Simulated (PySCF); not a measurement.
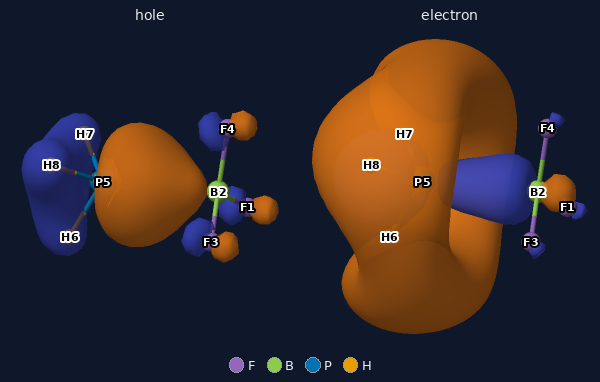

BF₃H₃P, SMILES `F[B-](F)(F)[PH3+]`. Leading natural transition orbital pair of T₄ (CIS triplet states); the surfaces enclose about 70 % of each orbital's density.

PySCF calculation, HF/def2-SVPD, gas phase; geometry: GFN2-xTB. No frequency check shows the geometry to be a minimum. GFN2-xTB bond lengths at metals and heavier atoms can be off by up to 0.1 Å and shapes distorted, which carries into these values.

Coordinates in Å:

```
F1       0.9941   -1.1332   -0.6552
B2       0.7728   -0.0001    0.0002
F3       0.9948   -0.0009    1.3088
F4       0.9951    1.1338   -0.6538
P5      -1.5896   -0.0001   -0.0000
H6      -2.2925   -1.0307    0.5946
H7      -2.2922    0.0027   -1.1908
H8      -2.2916    1.0322    0.5969
```

Question: Where does the state lie, and where do hole and electron sit?

Answer: 8.74 eV (142 nm), spin-forbidden from the singlet ground state, partly diffuse acceptor orbital; the leading pair carries 91 %; hole on P5 (61 %), B2 (10 %) and H6, H7 and H8 (6 % each), electron on P5 (42 %), H6, H7 and H8 (14 % each) and B2 (9 %) (atom shares of so diffuse an orbital are rough); their centroids lie 0.4 Å apart. In canonical orbitals it is mainly HOMO → LUMO (58 %). The HOMO–LUMO gap is 14.42 eV.
